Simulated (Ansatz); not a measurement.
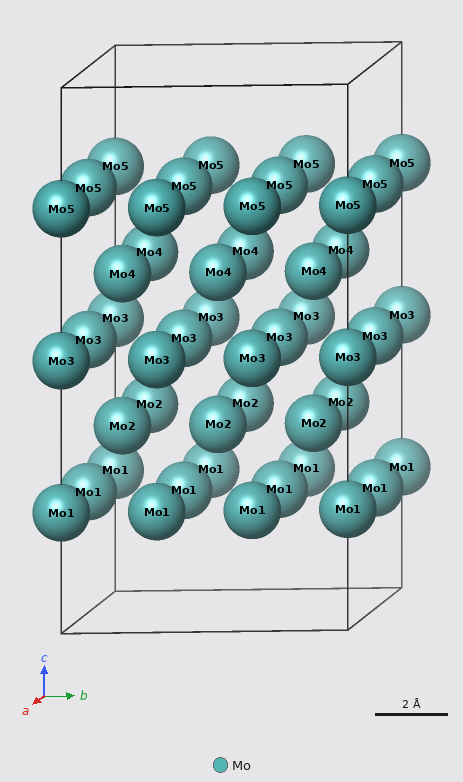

The structure as given in the input (spheres-only view of the 2 × 3 repeat of the cell, with the vacuum cut short, seen slightly off an axis; atoms are numbered from 1 in the order of the input). An atom can appear more than once, as a periodic image.

# Single-point calculation of Mo

System: Mo (slab, 5 atoms in the cell).
Method: DFT, LDA, plane waves, PAW, Ueff = 30 eV on Mo f (Ansatz 0.2.0).

## The input
```yaml
crystal:
  lattice:
    - [2.6943125793, 0.0, 0.0]
    - [-0.8981041931, 2.5402222606, 0.0]
    - [0.0, 0.0, 24.7996]
  atoms:
    - { symbol: Mo, position: [0.0, 0.0, 0.3225860896] }
    - { symbol: Mo, position: [0.5, 0.5, 0.4112930445] }
    - { symbol: Mo, position: [0.0, 0.0, 0.5] }
    - { symbol: Mo, position: [0.5, 0.5, 0.5887069555] }
    - { symbol: Mo, position: [0.0, 0.0, 0.6774139104] }
kpoints:
  mp_grid: { grid: [13, 13, 1] }
scf:
  occupations: { method: fermi_dirac, width: 0.05 }
  max_iter: 100
hamiltonian:
  xc: lda
  pseudopotentials: { kind: paw }
  hubbard: { sites: [{ species: Mo, l: f, u_eff: 30.0 }] }
output:
  forces: true
  stress: true
  eigenvalues: true
  populations: true
efield:
  axis: 3
  amplitude: 0
  dipole_correction: true
```

Run on 2 threads of Arm Neoverse V1, 24 GiB of memory available, shared host.

Command:
```bash
ansatz run input.yaml --threads 2 --pin off --max-ram 4096MiB --backend cpu --events-out ev --progress --plain --runs-dir out
```

## The program's output
```
Error: inconsistent input (hamiltonian.hubbard.sites[].l, hamiltonian.hubbard.sites[].shell): the file of Mo doesn't list 4f, and it can't be added: PBE doesn't bind the shell 4f of the free atom, whose level lies at +1.05 eV. Type an atom or ion with it (hamiltonian.pseudopotentials.projection_atoms), take another file or name another shell
```

## Outcome

```json
{"quantity": "outcome", "value": "refused by the program"}
```

## What went wrong

A setting was made wrong on purpose: a U on a shell that isn't there (`hamiltonian.hubbard`). The program refused the input: “inconsistent input (hamiltonian.hubbard.sites[].l, hamiltonian.hubbard.sites[].shell): the file of Mo doesn't list 4f, and it can't be added: PBE doesn't bind the shell 4f of the free atom, whose level lies at +1.05 eV …”
